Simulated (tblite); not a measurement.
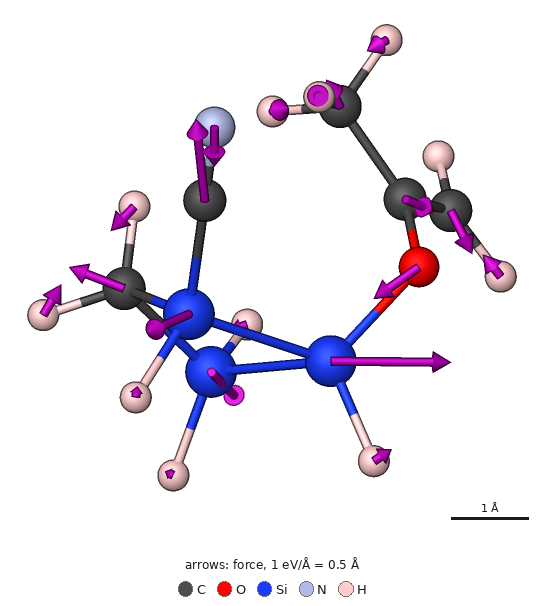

Starting geometry of C5H11NOSi3 with the computed forces as purple arrows. Style: ball-and-stick. Shown from a free direction.

All numbers below come from tblite, GFN2-xTB geometry optimisation, gas phase. 

Is this structure relaxed? If not, where do the atoms go?

It isn't relaxed: the largest force vector, on a Si atom, is 3.17 eV/Å. The final displacements have little in common with the starting forces (cosine between the two patterns 0.06). After 236 geometry steps the energy has fallen by 124.7 kJ/mol. The atom that moves furthest after the best rigid fit is an H atom (1.96 Å). Largest moves by element: H 1.96 Å, C 1.29 Å, N 0.99 Å, O 0.87 Å, Si 0.73 Å. Among the contacts that change: Si–Si 2.748 → 3.050 Å, Si–Si 2.205 → 2.357 Å, Si–Si 2.233 → 2.351 Å, O–Si 1.711 → 1.626 Å. Among the angles between lasting bonds that change: O–Si–H 115.3° → 95.4°, C–O–Si 120.8° → 137.9°, Si–Si–H 114.9° → 127.2°. Groups turn about C–O by about 80°, C–C by about 55°, O–Si by about 35°. Cost: 3.1 s on 1 thread of Arm Neoverse V1, on a shared host.
